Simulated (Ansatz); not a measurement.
# One shape, several levels: B2 (SMILES B#B)

We compute a comparison of 6 runs (UHF/6-31G, UB2PLYP/6-31G, UB3LYP/6-31G, UPBE/6-31G, USVWN5/3-21G, UCCSDTQ/6-31G) of B2. 

Program for the calculation: Ansatz 0.2.0.

45 further runs of the same task are left out: 2 that didn't finish, 43 set aside as unsound or not needed.

## Step 1: The system as given

B2: 2 atoms, total charge 0, spin state triplet. SMILES: `B#B`. The B2–B1 distance was set to 1.756 Å, away from the relaxed value.

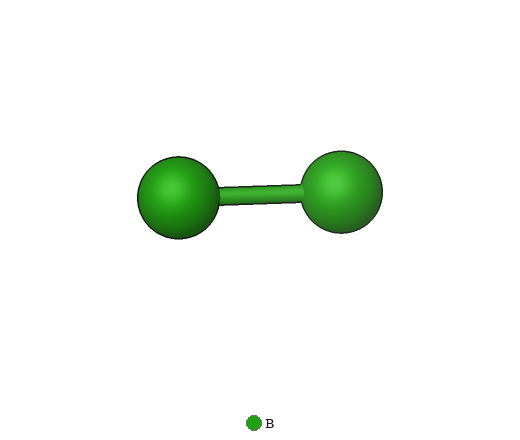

The structure, seen from a chosen angle (boron green).

## Step 2: A single-point energy at UHF/6-31G (run 1)

job.yaml

```yaml
crystal:
  periodic: [false, false, false]
  atoms:
    - {symbol: B, position_ang: [0.000000, 0.000000, -0.351280]}
    - {symbol: B, position_ang: [0.000000, 0.000000, 1.405120]}
basis:
  gaussian:
    orbitals: 6-31G
magnetization:
  spin_polarized: true
  initial_magnetization: 2
hamiltonian:
  xc: hf
accuracy: high
```

Started as:

```
$ ansatz run job.yaml --threads 1 --pin off --max-ram 2610MiB --events-out events.jsonl --progress --plain --runs-dir runs
```

What it wrote:

```text
Warning: RAYON_NUM_THREADS=1 ignored (pool sized by the plan → 1); use --threads N
Functional definition: HF
  name "HF"
  exchange = exact_x
  correlation = 0
411 factors; integrals over basis functions are off by at most 2.2e-9 eV
mean field evaluation 1: about -1334.7967 eV, gradient 4.0e0 eV
mean field evaluation 2: about -1334.7999 eV, gradient 4.1e0 eV
mean field evaluation 4: about -1334.9873 eV, gradient 2.5e-1 eV
mean field evaluation 8: about -1334.9886 eV, gradient 2.8e-2 eV
mean field evaluation 16: about -1334.9885 eV, gradient 8.0e-6 eV
mean field evaluation 32: about -1336.2159 eV, gradient 1.4e-2 eV
mean field evaluation 64: about -1334.9885 eV, gradient 1.8e-3 eV
mean field evaluation 96: about -1336.2306 eV, gradient 1.0e-1 eV
mean field evaluation 128: about -1336.2031 eV, gradient 1.1e-1 eV
mean field evaluation 160: about -1336.1702 eV, gradient 4.4e-1 eV
mean field evaluation 192: about -1333.6077 eV, gradient 5.4e0 eV
mean field evaluation 224: about -1336.2021 eV, gradient 2.5e-2 eV
mean field evaluation 256: about -1335.7728 eV, gradient 3.4e-2 eV
mean field -1336.23270533 eV, -49.1056461899 hartree, gradient 2.4e-8 eV, S^2 2.702306; 11 other end points of the search recorded, 0 dependent functions left out
reference -1336.23270533 eV, -49.1056461899 hartree; 6, 4 occupied and 12, 14 virtual orbitals, 411 factors
Total energy: -1336.23270533 eV, -49.1056461899 hartree
```

Run time: 0.52 s. Hardware: 1 thread of Arm Neoverse N1, shared host.

## Step 3: A single-point energy at UB2PLYP/6-31G (run 2)

job.yaml: that of step 2 with these lines changed.

```diff
@@ -12,3 +12,5 @@
 hamiltonian:
-  xc: hf
+  xc: {name: B2PLYP}
 accuracy: high
+correlation:
+  frozen_orbitals: {B: 1}
```

Started as:

```
$ ansatz run job.yaml --threads 1 --pin off --max-ram 2610MiB --events-out events.jsonl --progress --plain --runs-dir runs
```

What it wrote, cut to the lines that bear on the results:

```text
Warning: RAYON_NUM_THREADS=1 ignored (pool sized by the plan → 1); use --threads N
Functional definition: B2PLYP
  name "B2PLYP"
[...]
411 factors; integrals over basis functions are off by at most 2.2e-9 eV
[...]
mean field -1341.32620637 eV, -49.2928289006 hartree, gradient 1.9e-8 eV, S^2 2.665768; 11 other end points of the search recorded, 0 dependent functions left out
2 core orbitals not correlated: weight in the atoms' cores, before any rotation towards them, 1.000 or more for the frozen orbitals, at most 0.000 for the correlated occupied ones
reference -1341.32622281 eV, -49.2928295045 hartree; 4, 2 occupied and 12, 14 virtual orbitals, 411 factors
second order -2.66760128 eV of doubles, -0.00000000 eV of singles
Total energy: -1342.04647515 eV, -49.3192982900 hartree
```

It took 5.7 s on 1 thread of Arm Neoverse N1, shared host; peak memory 0.094 GiB.

Run 3 isn't shown in full; the table further down has it.

## Step 4: A single-point energy at UPBE/6-31G (run 4)

job.yaml

```yaml
crystal:
  periodic: [false, false, false]
  atoms:
    - symbol: B
      position_ang: [0.000000, 0.000000, -0.351280]
    - symbol: B
      position_ang: [0.000000, 0.000000, 1.405120]
basis:
  gaussian:
    orbitals: 6-31G
magnetization:
  spin_polarized: true
  initial_magnetization: 2
hamiltonian:
  xc: pbe
accuracy: high
```

Started as:

```
$ ansatz run job.yaml --threads 1 --pin off --max-ram 2610MiB --events-out events.jsonl --progress --plain --runs-dir runs
```

What it wrote:

```text
Warning: RAYON_NUM_THREADS=1 ignored (pool sized by the plan → 1); use --threads N
Functional definition: PBE
  name "PBE"
  parameter kappa = 0.804
  parameter beta = 0.06672455060314922
  exchange = pbe_x(kappa = kappa, mu = beta*pi^2/3)
  correlation = pbe_c(beta = beta)
411 factors; integrals over basis functions are off by at most 2.2e-9 eV
mean field evaluation 1: about -1341.8162 eV, gradient 3.8e0 eV
mean field evaluation 2: about -1341.9128 eV, gradient 2.6e0 eV
mean field evaluation 4: about -1341.9915 eV, gradient 1.5e-1 eV
mean field evaluation 8: about -1341.9897 eV, gradient 2.2e-2 eV
mean field evaluation 16: about -1341.9897 eV, gradient 1.5e-7 eV
mean field evaluation 32: about -1342.0172 eV, gradient 8.4e-7 eV
mean field evaluation 64: about -1341.6611 eV, gradient 7.1e-2 eV
mean field -1342.01717391 eV, -49.3182214893 hartree, gradient 4.6e-8 eV, S^2 2.279711; 9 other end points of the search recorded, 0 dependent functions left out
reference -1342.01717600 eV, -49.3182215662 hartree; 6, 4 occupied and 12, 14 virtual orbitals, 411 factors
Total energy: -1342.01717600 eV, -49.3182215662 hartree
```

It took 3.9 s on 1 thread of Arm Neoverse N1, shared host.

Run 5 isn't shown in full; the table further down has it.

## Step 5: The energy at UCCSDTQ/6-31G (run 6)

run.yaml

```yaml
crystal:
  periodic: [false, false, false]
  atoms:
    - {symbol: B, position_ang: [0.000000, 0.000000, -0.351280]}
    - {symbol: B, position_ang: [0.000000, 0.000000, 1.405120]}
basis:
  gaussian:
    orbitals: 6-31G
magnetization:
  spin_polarized: true
  initial_magnetization: 2
correlation:
  method: ccsdtq
  frozen_orbitals: {B: 1}
accuracy: high
scf:
  omitted_lower_state_checks: [cluster_reference, increment]
```

Started as:

```
$ ansatz run run.yaml --threads 1 --pin off --max-ram 2610MiB --events-out events.jsonl --progress --plain --runs-dir runs
```

What it wrote:

```text
Warning: RAYON_NUM_THREADS=1 ignored (pool sized by the plan → 1); use --threads N
[... 21 lines left out ...]
2 core orbitals not correlated: weight in the atoms' cores, before any rotation towards them, 1.000 or more for the frozen orbitals, at most 0.000 for the correlated occupied ones
[... 83 lines left out ...]
WARN: these amplitudes may be one of several solutions (largest doubles amplitude 0.57, level shift 0.00 eV)
Total energy: -1339.18345291 eV, -49.2140841632 hartree
Checks for a lower state left out: cluster_reference, increment
```

Run time: 29 s. Hardware: 1 thread of Arm Neoverse N1, shared host; peak memory 0.15 GiB.

## Step 6: The series

```
run          level  frozen core orbitals  energy (Eh)   ⟨S²⟩  wall time
  1      UHF/6-31G                     –   -49.105646  2.702     0.52 s
  2  UB2PLYP/6-31G                     2   -49.319298  2.666      5.7 s
  3   UB3LYP/6-31G                     –   -49.398669  2.384      7.8 s
  4     UPBE/6-31G                     –   -49.318222  2.280      3.9 s
  5   USVWN5/3-21G                     –   -48.549513  2.014        2 s
  6  UCCSDTQ/6-31G                     2   -49.214084  2.702       29 s
```

## Step 7: What came out

| quantity | value |
| --- | --- |
| run 6: total energy | -49.21408 Eh |
| run 6: correlation energy (2 core orbitals frozen) | -108.4 mEh |
| run 6: ⟨S²⟩ of the reference determinant | 2.702 |
| run 6: T1 diagnostic | 0.350 |

What this shows: Totals of different functionals can't be ranked against each other. Spin contamination of the reference: run 1 ⟨S²⟩ = 2.70, run 6 ⟨S²⟩ = 2.70, run 2 ⟨S²⟩ = 2.67, run 3 ⟨S²⟩ = 2.38, run 4 ⟨S²⟩ = 2.28. Where it is this large, the reference is a mixture of spin states, and values that rest on it are in doubt. All runs together took 49 s, the longest 29 s.
